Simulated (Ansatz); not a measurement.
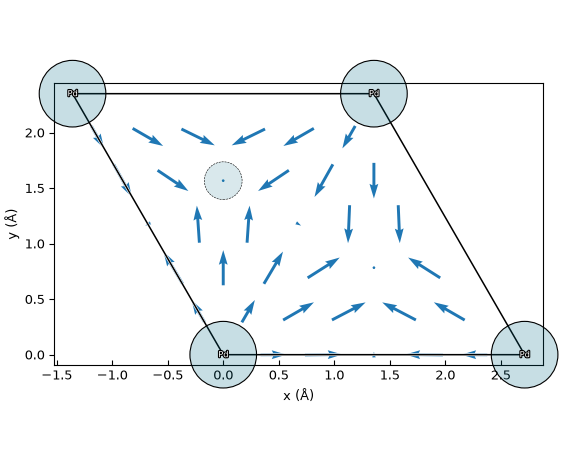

S on a Pd(111) slab cut from the Fm-3m phase, its upper half relaxed before the scan (12 atoms of substrate and one adsorbate in a 2 × 2 cell). 
- S is moved over the surface cell; relaxed at each place: the height of the adsorbate's atoms; substrate rigid; the origin of the map has the adsorbate above Pd9.
- Places are given modulo a cell vector. The map is drawn in real space over the plane of the surface.
- The grid has 6 × 6 points; 10 points were computed and 26 follow by symmetry.
- Places are given in fractions of the 1 × 1 surface cell.
- The calculation used DFT LDA, scalar-relativistic, plane waves, PAW (Ansatz 0.2.0). Settings: cutoff 420 eV, k-mesh 6×6×1, gaussian smearing 0.1 eV, no spin polarisation.

In the figure: arrows along the force (downhill), their lengths compressed, labelled circles for the atoms of the top layer and small ones for the second layer, the outline of one cell of the plane.

The arrows alone are given. Where are the wells?

Answer. The arrows converge at a threefold hollow over a third-layer Pd atom, (4/6, 2/6) of the cell vectors; a threefold hollow over a second-layer Pd atom, (2/6, 4/6) of the cell vectors (0.07 eV up) (read from the interpolated surface).

The energy map of the same scan:

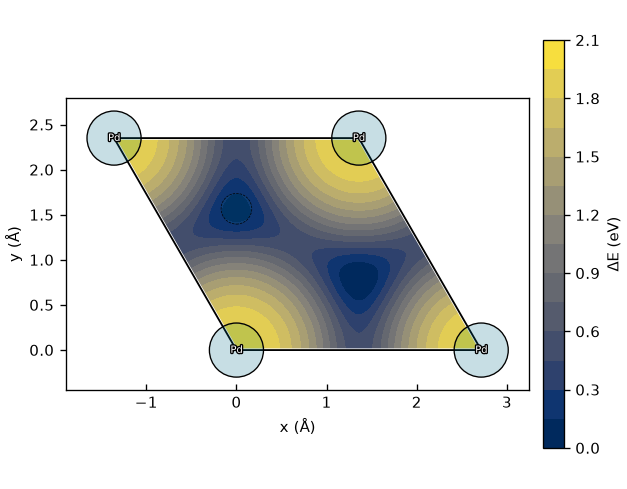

Energies are in eV, from the lowest grid point; between grid points the surface is interpolated.
